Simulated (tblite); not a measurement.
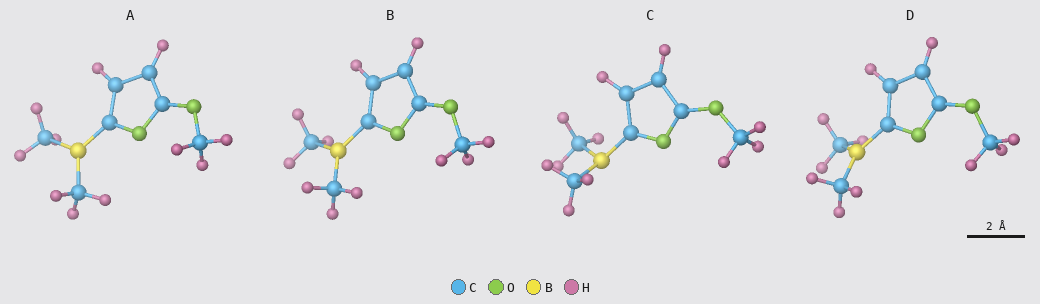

4 geometries from one relaxation of C7H11BO2, in shuffled order. Style: ball-and-stick. Shown at a tilt.

Computed with GFN2-xTB geometry optimisation, gas phase (tblite 0.8.0). 

Order the frames from highest to lowest energy.

Answer. C, D, B, A. They are steps 0, 30, 67, 128, at +1.306 eV, +0.206 eV, +0.066 eV relative to the last. The largest move after the best rigid fit is that of an H atom, 1.68 Å. By element the largest moves are H 1.68 Å, C 0.97 Å, B 0.44 Å, O 0.37 Å. Near-neighbour distances that change, for instance: C–O 1.311 → 1.384 Å, B–C 1.564 → 1.527 Å, C–H 1.103 → 1.071 Å, C–C 1.404 → 1.374 Å. Among the angles between lasting bonds that change: C–O–C 127.7° → 115.8°, O–C–O 130.2° → 120.4°, B–C–H 104.0° → 113.1°. Groups turn about C–O by about 25°. The energy falls by 1.306 eV in 128 geometry steps.
